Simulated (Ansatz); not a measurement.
One crystal and one scan (frozen-phonon scan) at two levels, PBE (plane waves to 420 eV, PAW, scalar-relativistic; Ansatz, an electronic-structure program) and r2SCAN (plane waves to 500 eV, PAW, scalar-relativistic; Ansatz), each from its own relaxed cell and on its own mesh. The cell shown is that of PBE.

Relaxed Nb (bcc, W type):

```
CELL_PARAMETERS angstrom
     -3.30962     3.30962     3.30962
      1.65481    -1.65481     1.65481
      1.65481     1.65481    -1.65481
ATOMIC_POSITIONS crystal
  Nb 0.00000 0.00000 0.00000
  Nb 0.50000 0.00000 0.00000
```

The atoms are displaced by Q × the pattern below (from a DFPT mode at N = (0.5, 0.0, 0.0), largest move 1; Q in Å), at fixed cell. (q is in reciprocal vectors of the primitive cell; the cell shown is doubled to hold the pattern.)

```csv
atom,x,y,z
Nb1,0.000,-0.707,-0.707
Nb2,0.000,0.707,0.707
```

Nb is run without spin polarisation. Nb was relaxed with its symmetry unable to fall. With partly filled bands, energies and forces of such displacements shift with the k mesh and the smearing. Percentages come from the unrounded values.

```tsv
quantity	PBE	r2SCAN	PBE − r2SCAN
Lattice constant a (Å)	3.310	3.303	+0.007 (+0.2 %)
Harmonic wavenumber from the curvature (finite differences) (cm⁻¹ (negative: imaginary))	176	176	0
```

PBE gives the higher value for: lattice constant a. They agree on: harmonic wavenumber from the curvature (within 1.5 %). Both give the same shape of the curve: a single well with its minimum at or next to zero displacement. Neither level is exact: the differences show how much the result hangs on the functional.

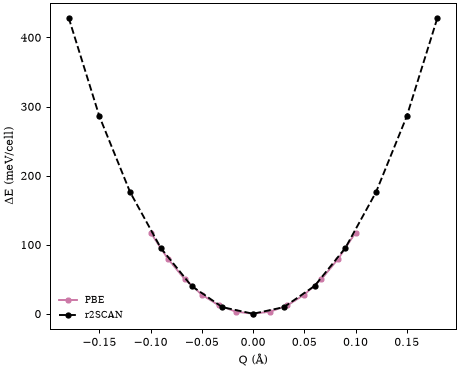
ΔE, each from the undisplaced structure of its own level.

(A displaced cell: forces are minus the slopes of the energy, force constants its curvatures, and phonons follow from these.)
